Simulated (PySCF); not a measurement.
**Property calculation of SiH₃Cl (part 2 of 2)**

Continued. System: SiH₃Cl, SMILES [SiH3]Cl. Method: BLYP/cc-pVTZ-F12, RKS, dispersion D3M(BJ), IEF-PCM solvent pyridine (PySCF 2.14.0). The geometry comes from this level: PBE0-D4/def2-TZVP.

Geometry of the input (Å):
```
Si -0.1120  0.0186  -0.0309
Cl 1.8383  -0.5135  0.3299
H  -0.9509  -0.4883  1.0791
H  -0.5347  -0.5857  -1.3149
H  -0.1908  1.4954  -0.1047
```

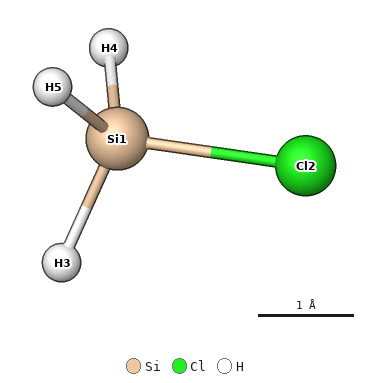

Fig. 1: The structure (ball-and-stick view, seen at a tilt; atoms are numbered from 1 in the order of the input).

### The program's output, continued
```
MO #163 energy= 9.30828252589549   occ= 0
MO #164 energy= 9.30830085880985   occ= 0
MO #165 energy= 9.38097435010535   occ= 0
MO #166 energy= 10.5793999841138   occ= 0
MO #167 energy= 17.6282126340928   occ= 0
MO #168 energy= 17.6413826930896   occ= 0
MO #169 energy= 17.6413904131303   occ= 0
MO #170 energy= 20.9890088837332   occ= 0
MO #171 energy= 20.9890145342615   occ= 0
MO #172 energy= 21.0840239881329   occ= 0
MO #173 energy= 21.0840400818653   occ= 0
MO #174 energy= 21.1190808067511   occ= 0
MO #175 energy= 22.7361386113409   occ= 0
MO #176 energy= 26.8882868986434   occ= 0
MO #177 energy= 26.8883049733416   occ= 0
MO #178 energy= 27.2666861474459   occ= 0
 ** Mulliken pop on meta-lowdin orthogonal AOs  **
 ** Mulliken pop  **
pop of  0 Si 1s           1.99999
pop of  0 Si 2s           1.99946
pop of  0 Si 3s           1.08906
pop of  0 Si 4s           0.00639
pop of  0 Si 5s           0.00020
pop of  0 Si 6s           0.00020
pop of  0 Si 7s           0.00010
pop of  0 Si 2px          1.99976
pop of  0 Si 2py          1.99978
pop of  0 Si 2pz          1.99978
pop of  0 Si 3px          0.56409
pop of  0 Si 3py          0.83952
pop of  0 Si 3pz          0.85149
pop of  0 Si 4px          0.01134
pop of  0 Si 4py          0.00920
pop of  0 Si 4pz          0.00910
pop of  0 Si 5px          0.00089
pop of  0 Si 5py          0.00068
pop of  0 Si 5pz          0.00067
pop of  0 Si 6px          0.00003
pop of  0 Si 6py          0.00005
pop of  0 Si 6pz          0.00005
pop of  0 Si 7px          0.00006
pop of  0 Si 7py          0.00006
pop of  0 Si 7pz          0.00006
pop of  0 Si 8px          0.00002
pop of  0 Si 8py          0.00002
pop of  0 Si 8pz          0.00002
pop of  0 Si 3dxy         0.00524
pop of  0 Si 3dyz         0.00325
pop of  0 Si 3dz^2        0.00463
pop of  0 Si 3dxz         0.00726
pop of  0 Si 3dx2-y2      0.00668
pop of  0 Si 4dxy         0.00081
pop of  0 Si 4dyz         0.00078
pop of  0 Si 4dz^2        0.00144
pop of  0 Si 4dxz         0.00159
pop of  0 Si 4dx2-y2      0.00217
pop of  0 Si 5dxy         0.00010
pop of  0 Si 5dyz         0.00015
pop of  0 Si 5dz^2        0.00025
pop of  0 Si 5dxz         0.00030
pop of  0 Si 5dx2-y2      0.00034
pop of  0 Si 6dxy         0.00007
pop of  0 Si 6dyz         0.00007
pop of  0 Si 6dz^2        0.00011
pop of  0 Si 6dxz         0.00018
pop of  0 Si 6dx2-y2      0.00015
pop of  0 Si 4f-3         0.00098
pop of  0 Si 4f-2         0.00015
pop of  0 Si 4f-1         0.00051
pop of  0 Si 4f+0         0.00022
pop of  0 Si 4f+1         0.00095
pop of  0 Si 4f+2         0.00041
pop of  0 Si 4f+3         0.00049
pop of  0 Si 5f-3         0.00020
pop of  0 Si 5f-2         0.00020
pop of  0 Si 5f-1         0.00014
pop of  0 Si 5f+0         0.00006
pop of  0 Si 5f+1         0.00010
pop of  0 Si 5f+2         0.00002
pop of  0 Si 5f+3         0.00003
pop of  1 Cl 1s           1.99999
pop of  1 Cl 2s           1.99952
pop of  1 Cl 3s           1.86011
pop of  1 Cl 4s           0.00231
pop of  1 Cl 5s           0.00094
pop of  1 Cl 6s           0.00020
pop of  1 Cl 7s           0.00007
pop of  1 Cl 2px          1.99986
pop of  1 Cl 2py          1.99988
pop of  1 Cl 2pz          1.99988
pop of  1 Cl 3px          1.57895
pop of  1 Cl 3py          1.90659
pop of  1 Cl 3pz          1.92082
pop of  1 Cl 4px          0.00215
pop of  1 Cl 4py          0.00268
pop of  1 Cl 4pz          0.00270
pop of  1 Cl 5px          0.00019
pop of  1 Cl 5py          0.00020
pop of  1 Cl 5pz          0.00020
pop of  1 Cl 6px          0.00020
pop of  1 Cl 6py          0.00031
pop of  1 Cl 6pz          0.00031
pop of  1 Cl 7px          0.00064
pop of  1 Cl 7py          0.00008
pop of  1 Cl 7pz          0.00005
pop of  1 Cl 8px          0.00007
pop of  1 Cl 8py          0.00003
pop of  1 Cl 8pz          0.00003
pop of  1 Cl 3dxy         0.00489
pop of  1 Cl 3dyz         0.00044
pop of  1 Cl 3dz^2        0.00310
pop of  1 Cl 3dxz         0.00392
pop of  1 Cl 3dx2-y2      0.00791
pop of  1 Cl 4dxy         0.00050
pop of  1 Cl 4dyz         0.00013
pop of  1 Cl 4dz^2        0.00021
pop of  1 Cl 4dxz         0.00037
pop of  1 Cl 4dx2-y2      0.00044
pop of  1 Cl 5dxy         0.00001
pop of  1 Cl 5dyz         0.00000
pop of  1 Cl 5dz^2        0.00001
pop of  1 Cl 5dxz         0.00001
pop of  1 Cl 5dx2-y2      0.00001
pop of  1 Cl 6dxy         0.00007
pop of  1 Cl 6dyz         0.00002
pop of  1 Cl 6dz^2        0.00005
pop of  1 Cl 6dxz         0.00004
pop of  1 Cl 6dx2-y2      0.00010
pop of  1 Cl 4f-3         0.00077
pop of  1 Cl 4f-2         0.00018
pop of  1 Cl 4f-1         0.00006
pop of  1 Cl 4f+0         0.00025
pop of  1 Cl 4f+1         0.00054
pop of  1 Cl 4f+2         0.00034
pop of  1 Cl 4f+3         0.00071
pop of  1 Cl 5f-3         0.00029
pop of  1 Cl 5f-2         0.00011
pop of  1 Cl 5f-1         0.00003
pop of  1 Cl 5f+0         0.00009
pop of  1 Cl 5f+1         0.00021
pop of  1 Cl 5f+2         0.00011
pop of  1 Cl 5f+3         0.00024
pop of  2 H 1s            1.07755
pop of  2 H 2s            0.00365
pop of  2 H 3s            0.00065
pop of  2 H 4s            0.00012
pop of  2 H 2px           0.00170
pop of  2 H 2py           0.00088
pop of  2 H 2pz           0.00285
pop of  2 H 3px           0.00076
pop of  2 H 3py           0.00048
pop of  2 H 3pz           0.00059
pop of  2 H 4px           0.00012
pop of  2 H 4py           0.00007
pop of  2 H 4pz           0.00030
pop of  2 H 3dxy          0.00016
pop of  2 H 3dyz          0.00022
pop of  2 H 3dz^2         0.00021
pop of  2 H 3dxz          0.00045
pop of  2 H 3dx2-y2       0.00018
pop of  3 H 1s            1.07755
pop of  3 H 2s            0.00365
pop of  3 H 3s            0.00065
pop of  3 H 4s            0.00012
pop of  3 H 2px           0.00083
pop of  3 H 2py           0.00111
pop of  3 H 2pz           0.00349
pop of  3 H 3px           0.00061
pop of  3 H 3py           0.00049
pop of  3 H 3pz           0.00073
pop of  3 H 4px           0.00003
pop of  3 H 4py           0.00010
pop of  3 H 4pz           0.00036
pop of  3 H 3dxy          0.00010
pop of  3 H 3dyz          0.00035
pop of  3 H 3dz^2         0.00035
pop of  3 H 3dxz          0.00027
pop of  3 H 3dx2-y2       0.00014
pop of  4 H 1s            1.07755
pop of  4 H 2s            0.00365
pop of  4 H 3s            0.00065
pop of  4 H 4s            0.00012
pop of  4 H 2px           0.00063
pop of  4 H 2py           0.00450
pop of  4 H 2pz           0.00030
pop of  4 H 3px           0.00052
pop of  4 H 3py           0.00083
pop of  4 H 3pz           0.00048
pop of  4 H 4px           0.00001
pop of  4 H 4py           0.00047
pop of  4 H 4pz           0.00000
pop of  4 H 3dxy          0.00016
pop of  4 H 3dyz          0.00007
pop of  4 H 3dz^2         0.00026
pop of  4 H 3dxz          0.00014
pop of  4 H 3dx2-y2       0.00058
 ** Mulliken atomic charges  **
charge of    0Si =      0.57794
charge of    1Cl =     -0.30515
charge of    2H =     -0.09093
charge of    3H =     -0.09094
charge of    4H =     -0.09093
Dipole moment(X, Y, Z, Debye): -1.48321,  0.40475, -0.27468
Traceless quadrupole moment (Debye*A):

IAO charges [ 0.6868 -0.3292 -0.1192 -0.1192 -0.1192]
```

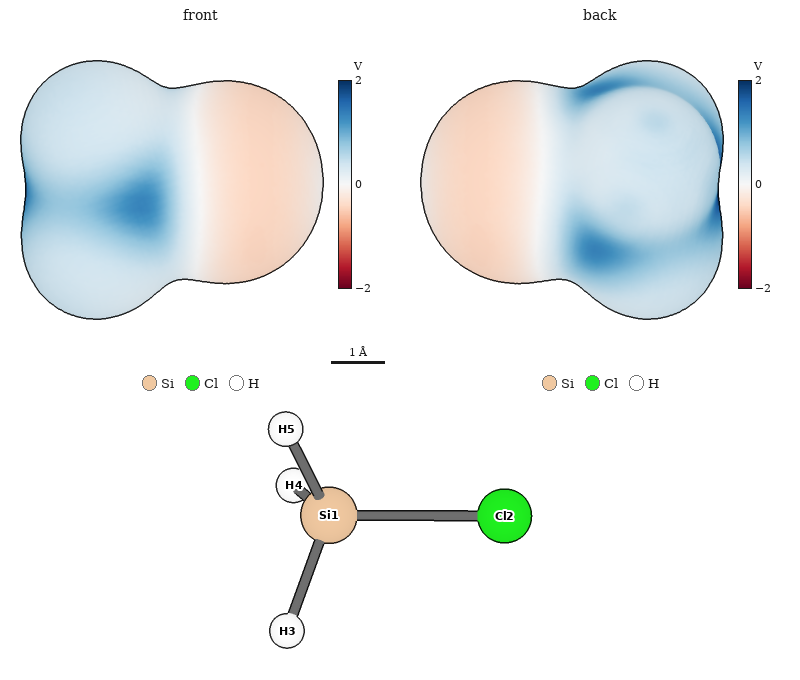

Fig. 2: The electrostatic potential painted on the density surface at 0.002 e/bohr³, seen face on and from behind; red is negative and blue positive. The bare structure is drawn below in the same view. A positive charge is drawn to the negative regions and a negative charge to the positive ones.

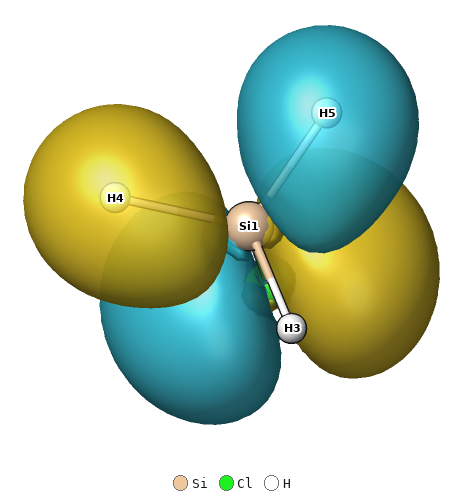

Fig. 3: The HOMO at ±0.08 Å⁻³ᐟ² (yellow and cyan are the two phases), seen at an oblique angle. Its energy is −7.53 eV.

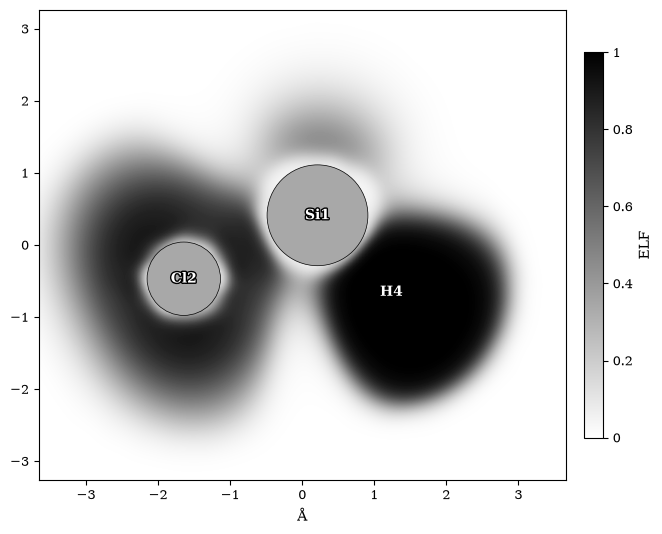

Fig. 4: ELF on the plane of atoms Cl2, Si1 and H4. Grey discs, where drawn, cover atomic cores. Atoms in the plane: Si, Cl and H. Si–H (1.48 Å): the ELF climbs to about 1 towards the hydrogen, as it does in any bond to H.

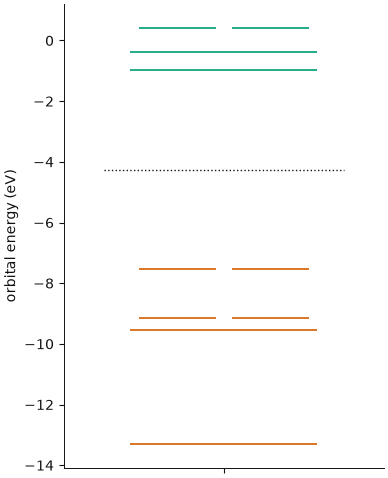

Fig. 5: Orbital energies near the frontier; the dotted line parts filled from empty levels, and levels within 0.02 eV of each other stand side by side. Highest filled −7.53 eV, lowest empty −0.98 eV, 6.55 eV apart.

### Summary

```json
{"quantity": "outcome", "value": "converged"}
{"quantity": "total energy", "value": "−751.579576 hartree"}
{"quantity": "dispersion energy", "value": "−0.009007 hartree"}
{"quantity": "solvation energy", "value": "−0.001298 hartree"}
{"quantity": "basis functions", "value": "178"}
{"quantity": "HOMO", "value": "−7.53 eV"}
{"quantity": "LUMO", "value": "−0.98 eV"}
{"quantity": "dipole moment", "value": "1.56 D"}
{"quantity": "hardware", "value": "1 thread of Arm Neoverse V2, 24 GiB of memory available, shared host"}
{"quantity": "wall time", "value": "25 s"}
{"quantity": "peak memory", "value": "0.64 GiB"}
```
